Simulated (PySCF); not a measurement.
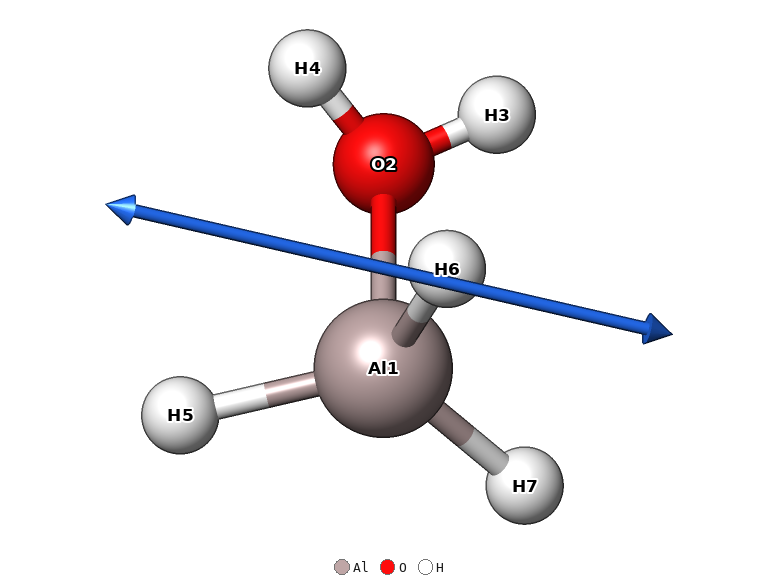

The double arrow shows the direction of the transition dipole to excited singlet state 12 (its length means nothing). Computed geometry: PBE0-D3(BJ)/def2-SVP optimisation. No frequency run is at hand to confirm it as a minimum. Method: TDDFT ωB97X-D/def2-SVPD, vertical, gas phase, core orbitals frozen in the response (PySCF 2.14.0).

> Give its energy, strength and character.

8.93 eV (139 nm), oscillator strength 0.36, mainly HOMO → LUMO+5 (weight 0.68); transition dipole 3.28 D.
